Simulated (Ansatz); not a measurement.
Profile along the Al–Fe line in AlFe (CsCl type)

AlFe (CsCl type)

```xyz
2
Lattice="2.8454 0.0000 0.0000 0.0000 2.8454 0.0000 0.0000 0.0000 2.8454" Properties=species:S:1:pos:R:3 pbc="T T T"
Al     0.0000     0.0000     0.0000
Fe     1.4227     1.4227     1.4227
```

Fields along a shortest Al–Fe line of a {110} plane (2.46 Å), from Al to Fe, interpolated on the slice's grid (step about 0.2 Å). These are PBEsol (plane waves to 420 eV, PAW, scalar-relativistic; Ansatz, an electronic-structure program) values and carry that method's errors. k mesh 16×16×16. These are valence fields of a PAW run, semicore shells included where kept as valence: close to a nucleus they are smooth pseudo fields. AlFe was relaxed with its symmetry unable to fall. Relaxed AlFe ends ferromagnetic. Other magnetic orders were not checked, so this need not be the ground state.

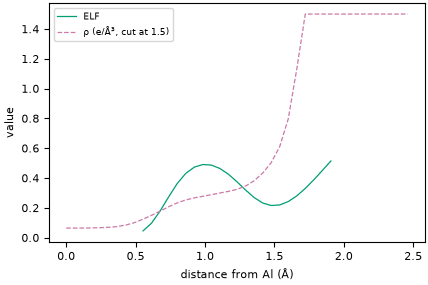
*ELF (away from the nuclei) and valence density from Al to Fe.*

Density on the Al–Fe line (2.46 Å) at its midpoint: 0.32 e/Å³. ELF at that point: 0.4.
